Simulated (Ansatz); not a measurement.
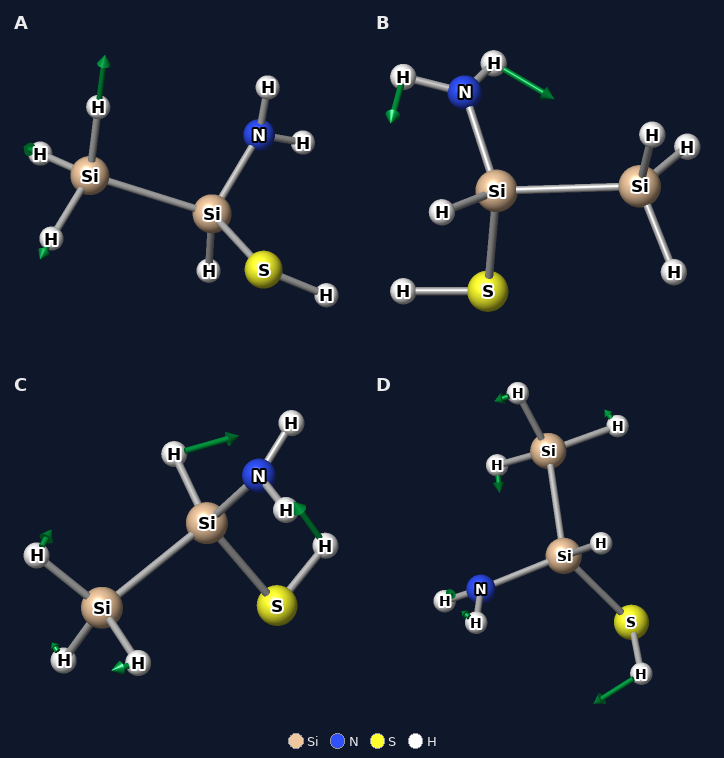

4 normal modes of one molecule or complex, as arrows. Harmonic vibrations computed with RKS PBE0-D4/def2-TZVP (Ansatz 0.2.0) at a stationary point of the same level.

### Match the panels to the wavenumbers 175 cm⁻¹, 678 cm⁻¹, 1582 cm⁻¹, 2211 cm⁻¹.

A: 2211 cm⁻¹, Si–H stretching
B: 1582 cm⁻¹, angle bending
C: 678 cm⁻¹, angle bending
D: 175 cm⁻¹
